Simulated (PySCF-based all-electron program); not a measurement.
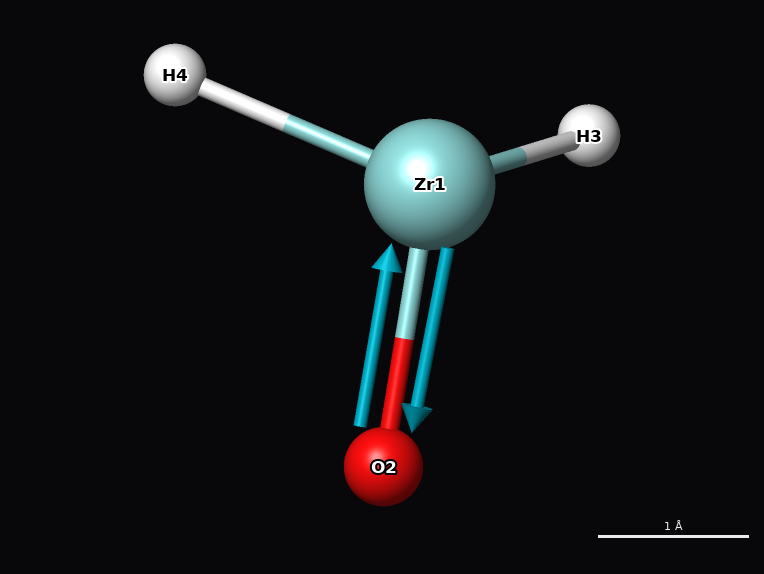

Arrows show the forces on the atoms, 0.2 Å of arrow for 1 eV/Å; forces under a tenth of the largest aren't drawn. The species is neutral and a spin singlet. Level of theory: HSE06, all-electron, scalar-relativistic (Koelling-Harmon), large uncontracted Gaussian sets (PySCF-based all-electron program).

> Along which bond is the force strongest?

Zr1–O2, now 1.914 Å: the forces pull its atoms together, so a first step downhill shortens it.

List the force components in the frame of the picture (x right, y up, z towards the viewer), in eV/Å.

```csv
atom,Fx,Fy,Fz
Zr1,−1.21,−6.20,−0.66
O2,1.06,6.13,0.36
H3,−0.11,0.06,0.24
H4,0.26,0.01,0.07
```
